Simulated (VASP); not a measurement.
Band structure of SrBrF (space group P4/nmm). Method: r2SCAN meta-GGA, VASP's PBE PAW potentials (set 64) (plane waves; VASP).

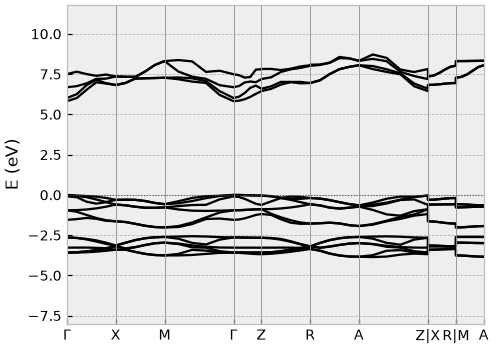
*Bands along high-symmetry lines, zero at the valence-band maximum or, without a gap, the Fermi level*

Question: Read the plot: is there a gap, and where are the band edges?

Answer: The gap is direct, 5.82 eV, from the valence maximum at Γ to the conduction minimum at Γ.

The structure comes from a computed database's SrBrF entry (P4/nmm); how it stands against other phases isn't given here. It was relaxed first.
